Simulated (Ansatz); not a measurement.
# C6H15Cl3InP (SMILES CC[P+](CC)(CC)[In-]([Cl])([Cl])[Cl]): what the fields show

The calculation's input:

```
crystal:
  periodic: [false, false, false]
  atoms:
    - {symbol: C, position_ang: [1.441235, 2.306969, 0.660943]}
    - {symbol: C, position_ang: [0.656473, 1.163181, 1.288117]}
    - {symbol: P, position_ang: [-0.064993, 0.035566, 0.056251]}
    - {symbol: C, position_ang: [-1.313004, 0.980704, -0.870432]}
    - {symbol: C, position_ang: [-1.995595, 0.161070, -1.956583]}
    - {symbol: C, position_ang: [-0.948235, -1.264959, 0.971692]}
    - {symbol: C, position_ang: [-0.020887, -2.152128, 1.790482]}
    - {symbol: In, position_ang: [1.735663, -0.951801, -1.500814]}
    - {symbol: Cl, position_ang: [1.809957, 0.610385, -3.254811]}
    - {symbol: Cl, position_ang: [0.839283, -3.051520, -2.058010]}
    - {symbol: Cl, position_ang: [3.634182, -1.002539, -0.116407]}
    - {symbol: H, position_ang: [0.809215, 2.947856, 0.043841]}
    - {symbol: H, position_ang: [1.880609, 2.929066, 1.442498]}
    - {symbol: H, position_ang: [2.256841, 1.933098, 0.038660]}
    - {symbol: H, position_ang: [1.318430, 0.551679, 1.907418]}
    - {symbol: H, position_ang: [-0.150293, 1.531127, 1.931192]}
    - {symbol: H, position_ang: [-0.782647, 1.825694, -1.318007]}
    - {symbol: H, position_ang: [-2.036625, 1.386866, -0.155435]}
    - {symbol: H, position_ang: [-1.270958, -0.220367, -2.678769]}
    - {symbol: H, position_ang: [-2.544857, -0.687683, -1.545651]}
    - {symbol: H, position_ang: [-2.707536, 0.784022, -2.500599]}
    - {symbol: H, position_ang: [-1.708573, -0.787106, 1.598870]}
    - {symbol: H, position_ang: [-1.470144, -1.863550, 0.220067]}
    - {symbol: H, position_ang: [-0.597716, -2.932400, 2.289818]}
    - {symbol: H, position_ang: [0.719305, -2.643386, 1.155720]}
    - {symbol: H, position_ang: [0.510871, -1.589843, 2.559907]}
basis:
  gaussian: {orbitals: def2-TZVPP}
hamiltonian: {xc: pbe0, dispersion: d4}
output: {orbitals: {seedname: orbitals}}
```

Run with:

```sh
ansatz run in.yaml --threads 11 --pin off --events-out ev --progress --plain --max-ram 174080MiB --backend cuda --devices 0, --max-vram 75GiB
```

Geometry: PBE0-D4/def2-TZVP; core potentials replace the inner electrons of In.

All numbers below come from Ansatz, RKS PBE0-D4/def2-TZVPP.

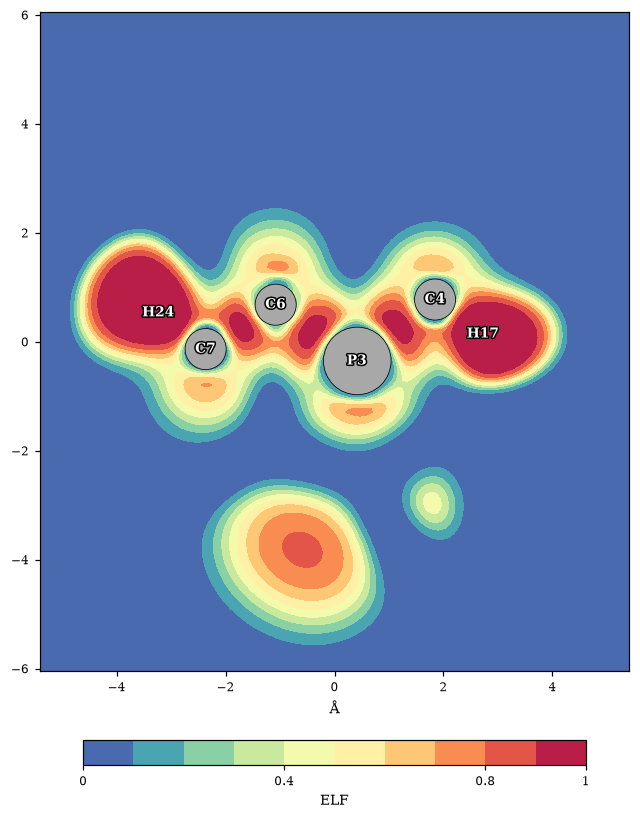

Figure 1. Electron localisation function on the plane of atoms C4, P3 and C6. Grey discs cover the atomic cores.

> Read the bonding off the picture.

The plane passes through P, C and H nuclei.
C–C (1.52 Å): the ELF peaks at about 0.95 between the atoms: a covalent bond.
C–P (1.82 Å): the ELF peaks at about 0.95 between the atoms; a covalent bond.
C–H (1.09 Å): the ELF climbs to about 1 towards the hydrogen, as it does in any bond to H (a covalent bond by its length).
The ELF also peaks beside Cl11, away from the bonds: lone-pair regions.

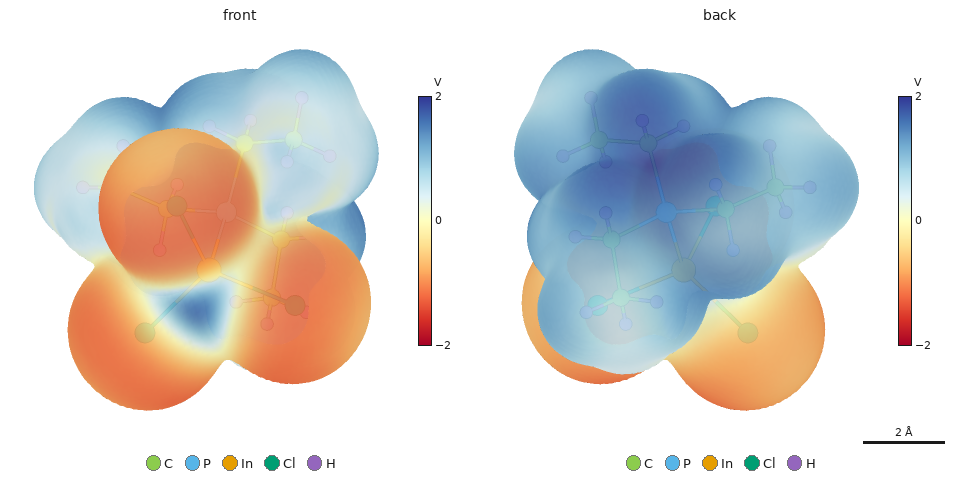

Figure 2. The electrostatic potential painted on the density surface at 0.002 e/bohr³, seen from the front and from behind; red is negative and blue positive.

> Describe the electrostatic potential map.

The most negative region (about −1.2 V) lies over Cl9, Cl10 and Cl11, the most positive (about +1.8 V) over P3, H16, H18 and H22.

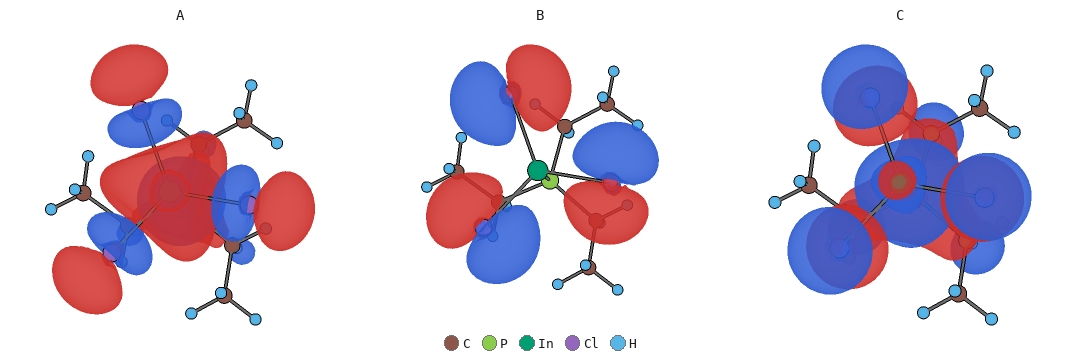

Figure 3. Three frontier orbitals at ±0.06 Å⁻³ᐟ² (blue and red are the two phases), in no order.

> Which picture is the HOMO−1, the HOMO and the LUMO?

B is the HOMO−1 (−8.26 eV). By Hirshfeld shares it lies mainly on Cl10 (about 30 %), Cl11 (about 30 %) and Cl9 (about 30 %); largely a combination of lone pairs on Cl10, Cl11 and Cl9. C is the HOMO (−7.87 eV). It lies mainly on P3 (about 25 %), Cl11 (about 15 %), Cl10 (about 15 %), Cl9 (about 15 %) and In8 (about 10 %); largely a combination of lone pairs on P3, Cl11, Cl10 and Cl9. A is the LUMO (−1.03 eV). It lies mainly on In8 (about 40 %), Cl11 (about 15 %), Cl10 (about 15 %), Cl9 (about 15 %) and P3 (about 10 %).

> What is the HOMO–LUMO gap?

6.84 eV between the orbital energies.
